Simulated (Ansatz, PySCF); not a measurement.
Breaking the Be1–O2 bond in BeO (multiplicity 1 held). Energies count from the point at 1.327 Å.


R- and RO- levels are restricted; in cc, def2 and unpolarised 6-31G sets they are followed outwards from rest. U- levels take the lowest unrestricted solution at each point, which mixes spins at long bonds. Curves can end on different states.

Cores are frozen in the correlated methods. Rows in 6-31G* carry no dispersion term and start afresh at each structure (6-31G* with six Cartesian d functions). MP2/6-31G* freezes PySCF's default core, which is smaller on s-block atoms.

Codes used: Ansatz (a quantum-chemistry and plane-wave program) with Gaussian orbitals; PySCF for 6-31G* rows. Values without a source in brackets are computed.

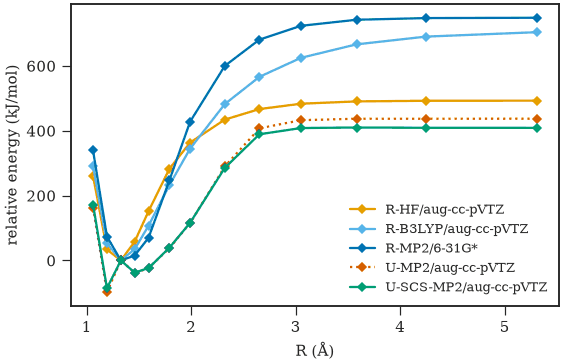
Figure. Relative energy along the coordinate

### Question
Read off the R-MP2/6-31G* curve at R = 1.990.

### Answer
about 430 kJ/mol

Doubts at one or more of the structures used: a restricted determinant that unrestricted orbitals would lower (R-HF/aug-cc-pVTZ, R-B3LYP/aug-cc-pVTZ, R-MP2/6-31G*); a spin-contaminated determinant (U-MP2/aug-cc-pVTZ, U-SCS-MP2/aug-cc-pVTZ).
